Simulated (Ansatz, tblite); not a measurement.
**[In(OMe)H3]- (CH₆InO−): spin states and exact exchange**

Is the singlet the ground state of [In(OMe)H3]- (CH₆InO−)? Other spin states are computed and compared level by level.

Method: as each input shows; program: Ansatz 0.2.0, Gaussian basis.

Plan: triplet, at the geometry of the singlet (GFN2-xTB, PBE0-D4/def2-TZVPD, PBE-D4/def2-TZVPD, r2SCAN-D4/def2-TZVPD); the singlet's energies come from earlier runs.

1 further run of the same task is left out (set aside as unsound or not needed). Runs told in other sessions of the task aren't counted.

## Step 1: The relaxed structure

The singlet was relaxed beforehand with r2SCAN-D4/def2-TZVPD.

9 atoms, charge -1, spin multiplicity 1.

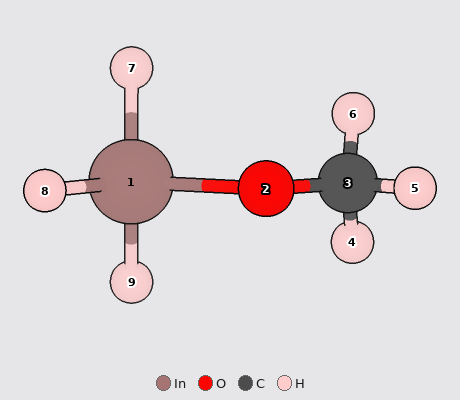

The geometry (indium brown, oxygen red, carbon dark grey, hydrogen pink); atoms are numbered from 1 in the order of the file.

In takes a core potential in the def2 sets. No spin-orbit coupling is included. The ion is computed in the gas phase, without counter-ions or solvent.

## Step 2: Triplet at the fixed geometry, GFN2-xTB

Tight binding, by tblite at 300 K electronic temperature and without a spin-polarisation term:

```python
tblite.interface.Calculator('GFN2-xTB', numbers, positions, charge=-1, uhf=2).singlepoint()
```

Energy -283.7366 eV; 0.005 s.

## Step 3: Triplet at the fixed geometry, PBE0-D4/def2-TZVPD

Input file in.yaml:

```yaml
crystal:
  periodic: [false, false, false]
  atoms:
    - {symbol: In, position_ang: [-0.378513, 0.612865, -1.335689]}
    - {symbol: O, position_ang: [-0.334764, 0.569165, 0.767554]}
    - {symbol: C, position_ang: [0.314811, -0.506049, 1.340121]}
    - {symbol: H, position_ang: [-0.124030, -1.490369, 1.066046]}
    - {symbol: H, position_ang: [0.274239, -0.447307, 2.446273]}
    - {symbol: H, position_ang: [1.392306, -0.570478, 1.072644]}
    - {symbol: H, position_ang: [1.326485, 0.626359, -1.834033]}
    - {symbol: H, position_ang: [-1.263847, 2.091091, -1.712763]}
    - {symbol: H, position_ang: [-1.206688, -0.885278, -1.810133]}
basis:
  gaussian: {orbitals: def2-TZVPD}
total_charge: -1
magnetization: {spin_polarized: true, initial_magnetization: 2}
hamiltonian: {xc: pbe0, dispersion: d4}
scf: {omitted_lower_state_checks: [starts]}
output: {orbitals: {seedname: orbitals}}
```

Command:

```sh
$ ansatz run in.yaml --threads 4 --pin off --events-out ev --progress --plain --max-ram 3916MiB
```

Log:

```text
Functional definition: PBE0
  name "PBE0"
  cite "Adamo & Barone, J. Chem. Phys. 110, 6158 (1999) doi:10.1063/1.478522"
  cite "Perdew, Burke & Ernzerhof, Phys. Rev. Lett. 77, 3865 (1996) doi:10.1103/PhysRevLett.77.3865"
  parent pbe
  parameter a = 0.25
  parameter kappa = 0.804
  parameter beta = 0.06672455060314922
  exchange = (1 - a)*pbe_x(kappa = kappa, mu = beta*pi^2/3) + a*exact_x
  correlation = pbe_c(beta = beta)
these checks for a lower state are left out or cut short: starts
1177 factors; their error is unknown
mean field evaluation 1: about -8345.2328 eV, gradient 2.7e1 eV
mean field evaluation 2: about -8331.0335 eV, gradient 6.3e1 eV
mean field evaluation 4: about -8349.1265 eV, gradient 3.2e0 eV
mean field evaluation 8: about -8349.2851 eV, gradient 6.1e-1 eV
mean field evaluation 16: about -8349.3859 eV, gradient 1.1e-1 eV
mean field evaluation 32: about -8349.4240 eV, gradient 1.9e-4 eV
mean field -8349.42398105 eV, -306.8356718607 hartree, gradient 8.5e-6 eV, S^2 2.008300; 0 other end points of the search recorded, 0 dependent functions left out
reference -8349.42401851 eV, -306.8356732376 hartree; 22, 20 occupied and 165, 167 virtual orbitals, 1177 factors
Total energy: -8349.57437973 eV, -306.8411989104 hartree
Checks for a lower state left out: starts
```

Run time: 11 s. Hardware: 4 threads of Arm Neoverse V1, shared host; peak memory 0.57 GiB.

Report: HOMO 1.62 eV, LUMO -1.94 eV (over both spins; with the spin held, an empty level of the minority spin lies below the top filled one); ⟨S²⟩ 2.008 (pure: 2.00). Doubts: highest occupied level lies above zero.

## Step 4: Triplet at the fixed geometry, PBE-D4/def2-TZVPD

start.molden holds the orbitals of an earlier run on this state, given as this run's starting guess.

Edit in.yaml of step 3 so:

```diff
@@ -13,6 +13,6 @@
 basis:
-  gaussian: {orbitals: def2-TZVPD}
+  gaussian: {orbitals: def2-TZVPD, initial_orbitals: start.molden}
 total_charge: -1
 magnetization: {spin_polarized: true, initial_magnetization: 2}
-hamiltonian: {xc: pbe0, dispersion: d4}
+hamiltonian: {xc: pbe, dispersion: d4}
 scf: {omitted_lower_state_checks: [starts]}
```

Same command.

Log:

```text
Functional definition: PBE
  name "PBE"
  cite "Perdew, Burke & Ernzerhof, Phys. Rev. Lett. 77, 3865 (1996) doi:10.1103/PhysRevLett.77.3865"
  parent pbe
  parameter kappa = 0.804
  parameter beta = 0.06672455060314922
  exchange = pbe_x(kappa = kappa, mu = beta*pi^2/3)
  correlation = pbe_c(beta = beta)
these checks for a lower state are left out or cut short: starts
1095 factors; their error is unknown
mean field evaluation 1: about -8349.4034 eV, gradient 5.6e0 eV
mean field evaluation 2: about -8349.5992 eV, gradient 5.4e-1 eV
mean field evaluation 4: about -8349.5992 eV, gradient 2.9e-1 eV
mean field evaluation 8: about -8349.6007 eV, gradient 3.3e-5 eV
mean field evaluation 16: about -8349.6007 eV, gradient 1.8e-5 eV
mean field -8349.60065960 eV, -306.8421646778 hartree, gradient 5.4e-6 eV, S^2 2.005083; 0 other end points of the search recorded, 0 dependent functions left out
reference -8349.60070881 eV, -306.8421664860 hartree; 22, 20 occupied and 165, 167 virtual orbitals, 1095 factors
Total energy: -8349.77846358 eV, -306.8486988535 hartree
Checks for a lower state left out: starts
```

It took 8.5 s on 4 threads of Arm Neoverse V1, shared host.

From the report: HOMO 1.84 eV, LUMO -2.79 eV (over both spins; with the spin held, an empty level of the minority spin lies below the top filled one); ⟨S²⟩ 2.005 (pure: 2.00). Doubts: highest occupied level lies above zero.

## Step 5: Triplet at the fixed geometry, r2SCAN-D4/def2-TZVPD

Edit in.yaml of step 4 so:

```diff
@@ -16,3 +16,3 @@
 magnetization: {spin_polarized: true, initial_magnetization: 2}
-hamiltonian: {xc: pbe, dispersion: d4}
+hamiltonian: {xc: r2scan, dispersion: d4}
 scf: {omitted_lower_state_checks: [starts]}
```

The command is unchanged.

Log, cut to the lines that bear on the results:

```text
Functional definition: r2SCAN
  name "r2SCAN"
  cite "Furness, Kaplan, Ning, Perdew & Sun, J. Phys. Chem. Lett. 11, 8208 (2020) doi:10.1021/acs.jpclett.0c02405"
  cite "Furness, Kaplan, Ning, Perdew & Sun, J. Phys. Chem. Lett. 11, 9248 (2020) doi:10.1021/acs.jpclett.0c03077"
  parent r2scan
[...]
1095 factors; their error is unknown
[...]
mean field -8353.46347611 eV, -306.9841205663 hartree, gradient 1.2e-5 eV, S^2 2.009021; 0 other end points of the search recorded, 0 dependent functions left out
reference -8353.46352250 eV, -306.9841222711 hartree; 22, 20 occupied and 165, 167 virtual orbitals, 1095 factors
Total energy: -8353.50764067 eV, -306.9857435838 hartree
Checks for a lower state left out: starts
```

Run time: 18 s. Hardware: 4 threads of Arm Neoverse V1, shared host.

Report: HOMO 1.93 eV, LUMO -2.67 eV (over both spins; with the spin held, an empty level of the minority spin lies below the top filled one); ⟨S²⟩ 2.009 (pure: 2.00). Doubts: highest occupied level lies above zero.

## Step 6: Triplet less singlet, vertical

The singlet's energies are those of its earlier runs, whose logs aren't repeated here.

```
               level  triplet less singlet, vertical (eV)     time
            GFN2-xTB                               +7.153  0.008 s
   PBE-D4/def2-TZVPD                               +4.131     10 s
r2SCAN-D4/def2-TZVPD                               +4.386     21 s
  PBE0-D4/def2-TZVPD                               +4.508     13 s
```

Times add the two runs; a level without a time comes out of a correlated run. Tight binding without a spin term can't rank spin states.

## Step 7: Outcome

| quantity | value |
| --- | --- |
| triplet less singlet, vertical, functionals in def2-TZVPD | +4.131 (PBE-D4) to +4.508 eV (PBE0-D4) |

In words: All functionals put the triplet above the singlet, over a spread of 0.377 eV. The checks for a lower triplet were left out, so another state of that spin may lie lower. These are electronic energies, without zero-point motion, entropy or surroundings.

The anion's highest level is positive in at least one run, so there the basis alone may hold the extra electron.
